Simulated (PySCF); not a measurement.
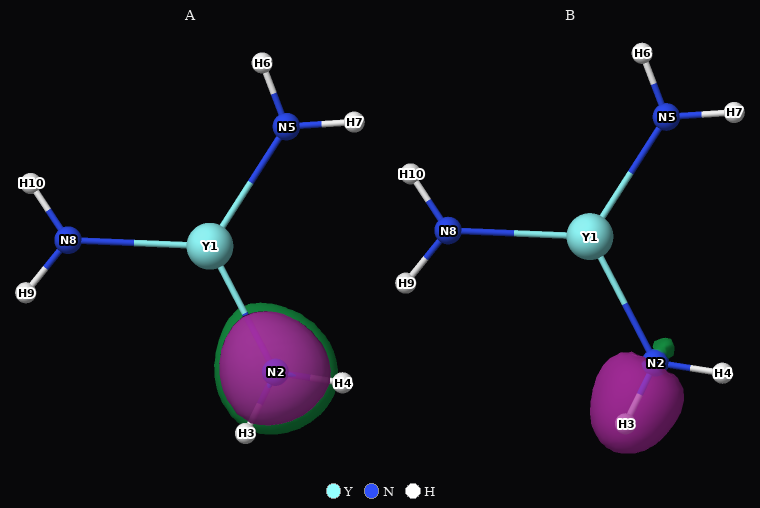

Figure 1: Y(NH2)3 (H₆N₃Y). Pipek–Mezey orbitals, occupied; each surface holds about 70 % of the orbital's density. Energies are diagonal elements of the Fock matrix.

PySCF calculation, B3LYP/def2-SVP, gas phase; geometry: GFN2-xTB. Core potentials replace the inner electrons of Y; spin–orbit coupling isn't included. This is a single-reference result, which may miss multireference character in this system. No frequency check shows the geometry to be a minimum. GFN2-xTB bond lengths at metals and heavier atoms can be off by up to 0.1 Å and shapes distorted, which carries into these values.

Geometry (Å), atoms numbered from 1:

```
Y1       0.0006   -0.0008   -0.0042
N2      -0.7234    1.9815   -0.0153
H3      -0.1758    2.8272    0.1217
H4      -1.6982    2.2670    0.0308
N5      -1.3574   -1.6150   -0.0153
H6      -1.1319   -2.5969    0.1218
H7      -2.3710   -1.5499    0.0308
N8       2.0814   -0.3625    0.0315
H9       2.8151    0.3284   -0.0742
H10      2.5331   -1.2714   -0.0742
```

Question: Identify each orbital.

Answer: By panel:
- A: lone pair on N2 (p-type) (N2 92 %, Y1 8 %; −6.3 eV)
- B: σ bond N2–H3 (N2 59 %, H3 40 %; −15.2 eV)
